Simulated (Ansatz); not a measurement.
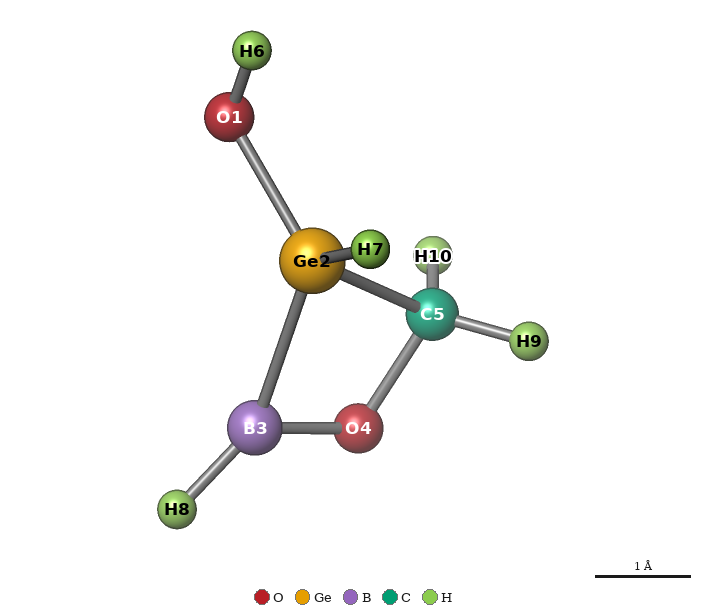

Orthographic view. Depth is shown by fading: the farther an atom, the more it takes the colour of the background. Computed geometry: PBE0-D4/def2-TZVP optimisation. No frequency run is at hand to confirm it as a minimum.

Give the geometry as a Z-matrix, atoms in numerical order, with these reference atoms: 2 to 1; 3 to 2, 1; 4 to 3, 2, 1; 5 to 4, 3, 2; 6 to 1, 2, 5; 7 to 2, 1, 6; 8 to 3, 4, 5; 9 to 5, 4, 3; 10 to 5, 9, 4.

```
O  
Ge   1   1.786
B    2   2.082   1   119.5
O    3   1.349   2    91.6   1   108.5
C    4   1.460   3   109.0   2    -3.1
H    1   0.959   2   112.3   5  -114.5
H    2   1.547   1   107.6   6    15.4
H    3   1.193   4   122.1   5   178.0
H    5   1.091   4   109.1   3   125.2
H    5   1.091   9   109.7   4  -119.3
```
